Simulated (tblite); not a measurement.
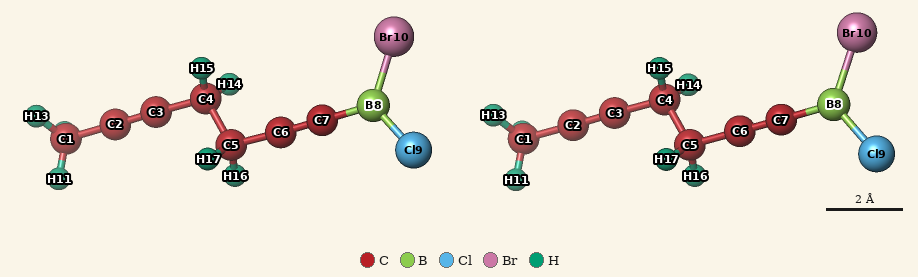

Two geometries of C$_{7}$H$_{7}$BBrCl, drawn at one scale. One is the start of a relaxation, the other its converged end. The picture is a ball-and-stick view, seen at a tilt.

Computed with GFN2-xTB geometry optimisation, gas phase (tblite 0.8.0). 

> Which one is relaxed?

The left one is the relaxed one. The atom that moves furthest after the best rigid fit is the Br atom (0.15 Å). Largest moves by element: Br 0.15 Å, Cl 0.15 Å, B 0.07 Å, H 0.06 Å, C 0.04 Å. Near-neighbour distances that change, for instance: B–Cl 1.845 → 1.726 Å, B–Br 1.994 → 1.893 Å, B–C 1.538 → 1.495 Å, C–H 1.118 → 1.090 Å. After 39 geometry steps the energy has fallen by 7.97 kcal/mol. The run took 0.57 s on 1 thread of Arm Neoverse N1 (shared host).
